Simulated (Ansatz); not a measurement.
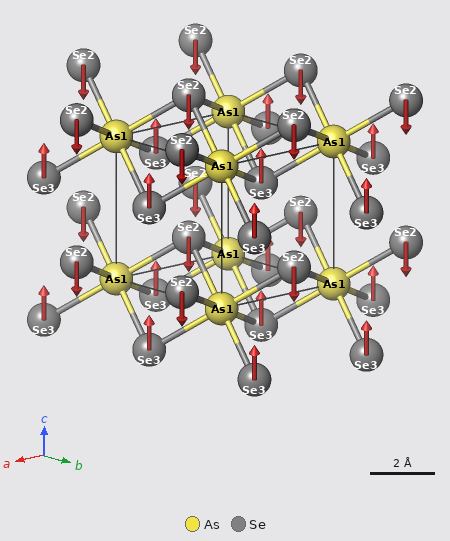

A relaxation of crystalline AsSe$_{2}$ (a generated structure, set up in P-3m1). The starting structure is drawn; red arrows show the displacements (the part carried along by the change of the cell is left out), magnified 3 times.

Style: ball-and-stick. Shown: the cell of the calculation, from a free direction.

Method: DFT PBE, scalar-relativistic, plane waves, PAW in Ansatz 0.2.0. Set-up: plane-wave cutoff 420 eV; k-point mesh 12 × 12 × 10; occupations gaussian; smearing width 0.1 eV; no spin polarisation; cell and atoms relaxed; force threshold 0.01 eV/Å; at most 80 steps.

**Atoms of which element are displaced furthest, and by how much?**

Selenium: up to 0.41 Å, against 0.00 Å for arsenic.

**Describe the change and its energy.**

The largest moves relative to the cell, 0.41 Å, are those of Se2 and Se3. Se2 goes along −c. As stays in place. The volume changes by +12.8 %, with a = b 3.951 → 3.648 Å (−7.7 %), c 4.969 → 6.577 Å (+32.3 %). Some distances before and after: Se2–Se3 3.017 → 4.020 Å, As1–Se2 2.729 → 2.631 Å. Among the angles between lasting bonds that change: As1–Se3–As1 92.8° → 87.8°, Se2–As1–Se2 92.8° → 87.8°, Se2–As1–Se3 87.2° → 92.2°. The space group stays P-3m1 (No. 164). Over 16 accepted moves (20 points after the start) the energy falls by 0.122 eV per cell of the calculation. Largest force component: 0.013 eV/Å at the start, 0.00011 eV/Å at the end. Pressure: −0.14 GPa at the start and 0.01 GPa at the end. The line search rejected the trial steps at points 4, 10 of the run. The SCF was repeated twice at an unchanged geometry on a basis and grid sized afresh for the cell, which shifted the energy by 20.0 meV per cell of the calculation at most.
